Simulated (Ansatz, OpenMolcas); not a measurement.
## Computed against measured: atomisation enthalpy at 298 K

8 molecules; the atomisation enthalpy at 298 K in kJ/mol, computed less measured. Shapes, held fixed at every level: PBE0-D4/def2-TZVP. Flexible molecules stand in one conformer, not always the lowest. Thermal terms are harmonic and unscaled (PBE/def2-SVP, PBE0-D4/def2-TZVP); the spin-orbit lowering of the free atoms is taken from their spectra. Programs: OpenMolcas 26.06. Measured values: Active Thermochemical Tables, CRC Handbook of Chemistry and Physics, NIST-JANAF tables.

Levels: A = BLYP/cc-pVDZ; B = M06-2X/cc-pVDZ; C = PBE0/cc-pVDZ.

```json
{"molecule": "BBrCl2 (bromodichloroborane)", "from tabulated heats": "1262", "A": "-62", "B": "-12", "C": "+6"}
{"molecule": "CBrCl2F (bromodichlorofluoromethane)", "from tabulated heats": "1391", "A": "-61", "B": "-47", "C": "-28"}
{"molecule": "C2H6O (ethanol)", "from tabulated heats": "3226", "A": "-93", "B": "-63", "C": "-59"}
{"molecule": "C3H5N (isocyanoethane)", "from tabulated heats": "3571", "A": "-77", "B": "-61", "C": "-49"}
{"molecule": "C2H7N (ethanamine)", "from tabulated heats": "3480", "A": "-91", "B": "-71", "C": "-52"}
{"molecule": "C3H6O (allyl alcohol)", "from tabulated heats": "3832", "A": "-98", "B": "-68", "C": "-55"}
{"molecule": "C4H4N2 (pyrazine)", "from tabulated heats": "4488", "A": "-32", "B": "-47", "C": "+9"}
{"molecule": "C4H6 (1,2-butadiene)", "from tabulated heats": "4013", "A": "-89", "B": "-62", "C": "-26"}
```

Q: Sum up the errors.

A: 
```json
{"level": "BLYP/cc-pVDZ", "kind": "GGA", "mean error": "-75.4", "mean absolute error": "75.4", "worst case": "C3H6O"}
{"level": "M06-2X/cc-pVDZ", "kind": "global hybrid", "mean error": "-53.9", "mean absolute error": "53.9", "worst case": "C2H7N"}
{"level": "PBE0/cc-pVDZ", "kind": "global hybrid", "mean error": "-31.8", "mean absolute error": "35.5", "worst case": "C2H6O"}
```

On this set PBE0/cc-pVDZ has the smallest mean absolute error and BLYP/cc-pVDZ the largest. BLYP/cc-pVDZ is too low in 8 of 8; M06-2X/cc-pVDZ is too low in 8 of 8; PBE0/cc-pVDZ is too low in 6 of 8. The tabulated value of BBrCl2 is in doubt (older tables, estimates, or at odds with other calculations) and kept here. Over the 7 molecules whose values aren't doubted the mean absolute errors are A 77.3; B 59.9; C 39.7. Relativity is left out for Br. The set is small.

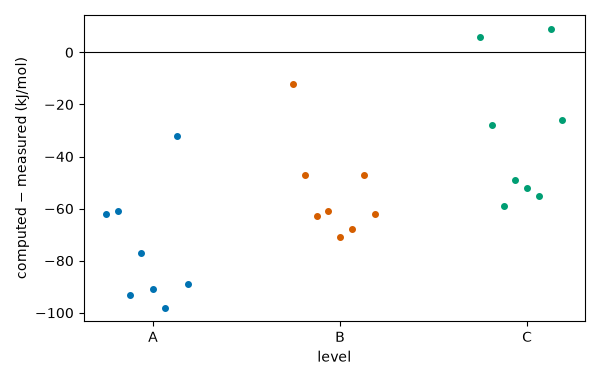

Errors of each level, one point a molecule.
